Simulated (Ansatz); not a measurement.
# Cl₂H₂O₂Ti···H₂: what the fields show

```xyz
9

Ti   -0.9005   -0.2772   -0.3055
O    -0.0066    0.8420    0.7061
Cl    0.5840   -1.6328   -1.2303
Cl   -2.3086   -1.4468    0.9305
O    -1.7736    0.6233   -1.5443
H     2.5018   -0.4363    0.7432
H     2.9132   -0.0784    1.2747
H     0.8287    0.8451    1.1941
H    -1.8384    1.5609   -1.7684
```

Level of theory: RKS B3LYP-D4/def2-SVP (Ansatz 0.2.0).

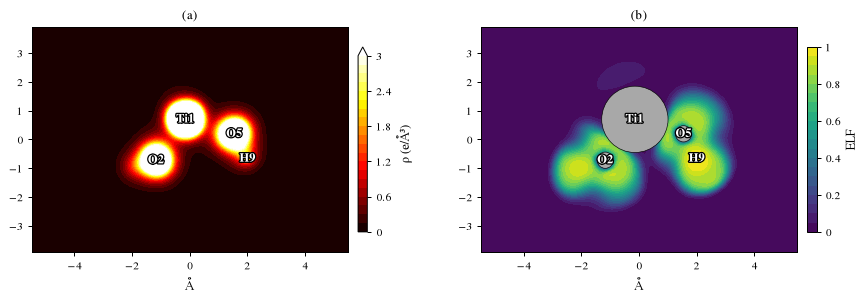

Figure 1. (a) electron density; (b) ELF on the plane of atoms Ti1, O5 and H9. Grey discs cover the atomic cores in the ELF map.

Question: Describe what can be read from this map.

Answer: The section cuts through Ti, O and H sites.
Ti–O (1.75 Å): ρ is about 1.1 e/Å³ halfway; the ELF peaks at about 0.80 in the valence shell of O, 0.5 Å from its nucleus, and drops to about 0.20 between the two atoms.
O–H (0.97 Å): ρ at the midpoint is about 3.6 e/Å³; the ELF climbs to about 1 towards the hydrogen, as it does in any bond to H (an ordinary covalent bond to hydrogen).

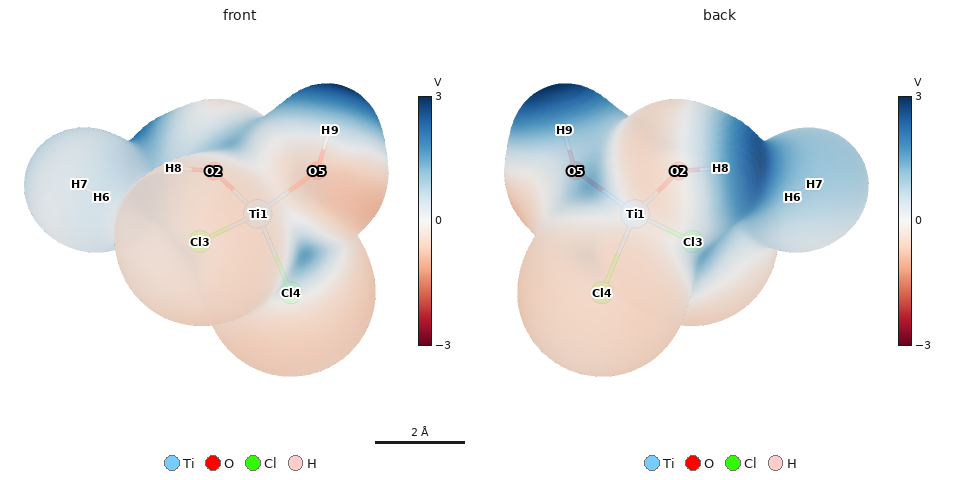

Figure 2. The molecular electrostatic potential painted on the density surface at 0.002 e/bohr³, seen from the front and from behind; the colour scale runs from red (negative) to blue (positive).

Question: Where is the surface potential most negative and most positive?

Answer: The most negative region (about −0.9 V) lies over O5, the most positive (about +2.9 V) over H9.

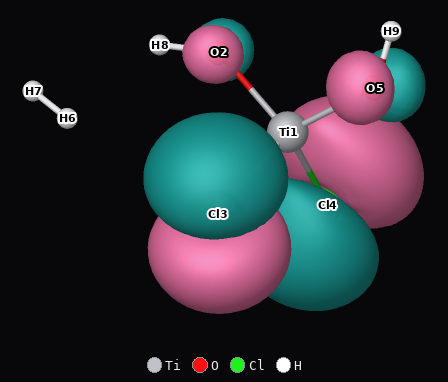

Figure 3. The HOMO at ±0.08 Å⁻³ᐟ² (teal and pink are the two phases), seen at a tilt.

Question: Where does this orbital lie, and at what energy?

Answer: By Hirshfeld shares it lies mainly on Cl4 (about 50 %) and Cl3 (about 35 %); largely a combination of lone pairs on Cl4 and Cl3. Its energy is −8.38 eV.
